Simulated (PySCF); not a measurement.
**MoOH2: frequency calculation**

System: MoOH2.
Method: UKS-based PBE0, Mo def2-TZVP with ECP28, O def2-TZVP, H def2-TZVP; non-relativistic Hamiltonian with a scalar-relativistic core potential; density fitting (PySCF 2.14.0).

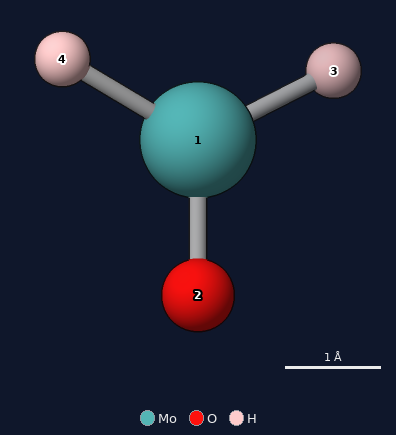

Fig. 1: The structure as given in the input (ball-and-stick view, seen at a tilt; atoms are numbered from 1 in the order of the input). Sticks mark near contacts.

Key numbers:

```tsv
quantity	value
outcome	converged
total energy	−144.519239 hartree
⟨S²⟩	0.994
HOMO	−7.28 eV
LUMO	−3.16 eV
zero-point energy	0.014597 hartree
dipole moment	1.29 D
wavenumbers, lowest and highest	315 and 1846 cm⁻¹
hardware	2 threads of Arm Neoverse N1, 54 GiB of memory available, shared host
wall time	78 s (CPU time 2.3 min)
peak memory	1.1 GiB
```

Notes:

Checks after the run noted: the SCF density has lower symmetry than the nuclear frame; spin contamination. ⟨S²⟩ is 0.99 against 0.00 for a pure state: the solution is spin-contaminated.

The input:
```python
from pyscf import gto, scf, dft
mol = gto.M(atom='''
Mo     0.106710     0.184820    -0.001622
O     -0.715602    -1.239414     0.010876
H      1.839504     0.101353    -0.007715
H     -0.831925     1.643761    -0.007599''',
    basis={'Mo': 'def2-TZVP', 'O': 'def2-TZVP', 'H': 'def2-TZVP'},
    ecp={'Mo': 'def2-TZVP'},
    charge=0, spin=0)
mf = dft.UKS(mol, xc='PBE0')
mf.grids.atom_grid = (75, 302)
aux = {'Mo': 'def2-universal-JKFIT', 'O': 'def2-universal-JKFIT', 'H': 'def2-universal-JKFIT'}
mf = mf.density_fit(auxbasis=aux)
mf.conv_tol = 1e-09
mf.diis_space = 10
mf.max_cycle = 60
mf.verbose = 4
mf.kernel()
```

The script is an equivalent of the set-up of the self-consistent field. The run itself was carried out by a driver, which started from the orbitals of the step before it where there was one and computed the further properties.

Launch command:
```bash
OMP_NUM_THREADS=2 python axn.py task.json out
```

The program's output:
```
init E= -144.519238889245
  alpha nocc = 12  HOMO = -0.267493505334375  LUMO = -0.116094759692068
  beta  nocc = 12  HOMO = -0.267498713645697  LUMO = -0.116094759692068
  HOMO = -0.267493505334  LUMO = -0.116094759692  gap/eV = 4.11977
cycle= 1 E= -144.519238889202  delta_E= 4.3e-11  |g|= 1.2e-05  |ddm|= 1.29e-05
  alpha nocc = 12  HOMO = -0.267499234993423  LUMO = -0.116100197165687
  beta  nocc = 12  HOMO = -0.26750443793847  LUMO = -0.116100197165687
  HOMO = -0.267499234993  LUMO = -0.116100197166  gap/eV = 4.11978
cycle= 2 E= -144.519238888843  delta_E= 3.59e-10  |g|= 3.28e-05  |ddm|= 2.47e-05
  alpha nocc = 12  HOMO = -0.267496127444399  LUMO = -0.116097237138145
  beta  nocc = 12  HOMO = -0.267501328687295  LUMO = -0.116097237138145
  HOMO = -0.267496127444  LUMO = -0.116097237138  gap/eV = 4.11977
cycle= 3 E= -144.519238889249  delta_E= -4.06e-10  |g|= 6.27e-06  |ddm|= 1.67e-05
  alpha nocc = 12  HOMO = -0.267495510748297  LUMO = -0.116096659648105
  beta  nocc = 12  HOMO = -0.267500709807429  LUMO = -0.116096659648105
  HOMO = -0.267495510748  LUMO = -0.116096659648  gap/eV = 4.11977
cycle= 4 E= -144.519238889265  delta_E= -1.55e-11  |g|= 1.01e-07  |ddm|= 3.61e-06
  alpha nocc = 12  HOMO = -0.267495502306257  LUMO = -0.116096650199393
  beta  nocc = 12  HOMO = -0.267500695754343  LUMO = -0.116096650199393
  HOMO = -0.267495502306  LUMO = -0.116096650199  gap/eV = 4.11977
Extra cycle  E= -144.519238889265  delta_E= -4.55e-13  |g|= 8.08e-08  |ddm|= 3.41e-07
converged SCF energy = -144.519238889265  <S^2> = 0.99353754  2S+1 = 2.2302803
```

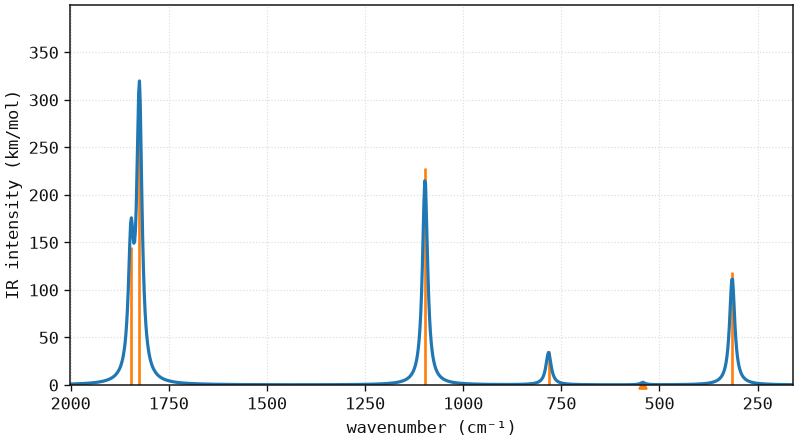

Fig. 2: Harmonic infrared spectrum, unscaled: sticks (degenerate modes added up, dark ones marked on the axis) with a Lorentzian envelope of 16 cm⁻¹ full width, scaled to the tallest stick. 6 modes from 315 to 1846 cm⁻¹, none imaginary. The strongest line is at 1825 cm⁻¹ (320 km/mol). All modes, in cm⁻¹ (km/mol): 315 (119), 542 (2.4), 782 (36), 1097 (229), 1825 (320), 1846 (145).

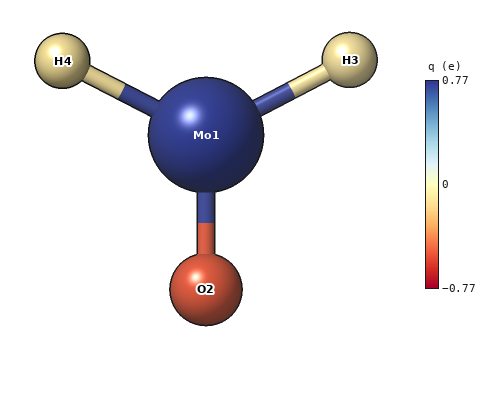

Fig. 3: Mulliken charges, as the colour of each atom (ball-and-stick view, seen on its broad side; atoms are numbered from 1 in the order of the input). By element: Mo +0.74, O −0.51 and H −0.11 e.
